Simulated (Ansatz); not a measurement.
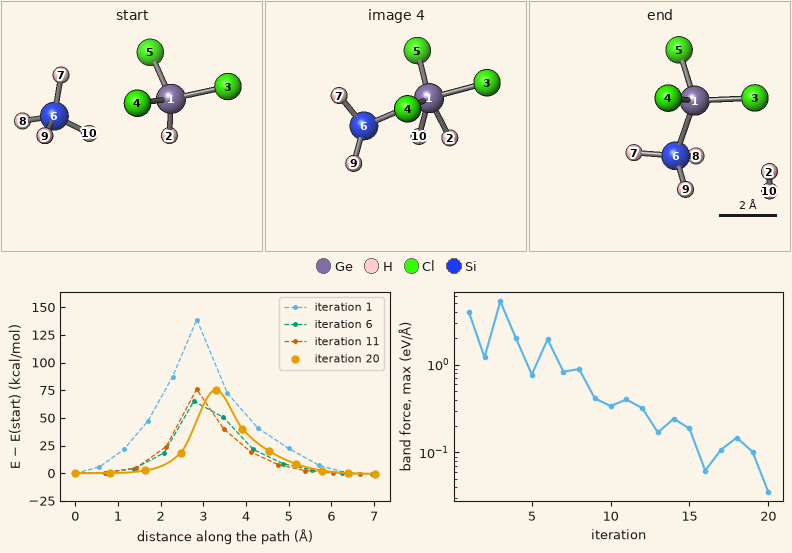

A search for the minimum-energy path of GeSiH5Cl3, made up at the start of GeHCl3 and SiH4 by the nudged elastic band. Images are numbered from 0 (start) to 10 (end). The plot follows the band through its iterations. Style: ball-and-stick. Shown from a free direction.

Theory: RKS PBE0-D4/def2-SVP in Ansatz 0.2.0. Settings: 9 movable images; climbing image; force threshold 0.05 eV/Å; iteration limit 60; starting path through a guess of the saddle point.

> Judge this run.

The result is final at these settings. The band converged in 20 iterations. The largest component of the band force went from 4 to 0.036 eV/Å. The climbing image converged on the top of the path. Its vibrational analysis gives one imaginary mode (1626i cm⁻¹), as a transition state must have. The first iteration put the highest image at 138.9 kcal/mol. The highest point, image 4, lies 75.2 kcal/mol above the start and 75.7 kcal/mol above the end; the end is at −0.5 kcal/mol relative to the start.

Limits of the set-up: the start holds two separate molecules, 2.8 Å apart at their closest, whose relative position is a soft coordinate.

The run took 7.5 min on 4 threads of Arm Neoverse V2 (shared host), peak memory 0.41 GiB.
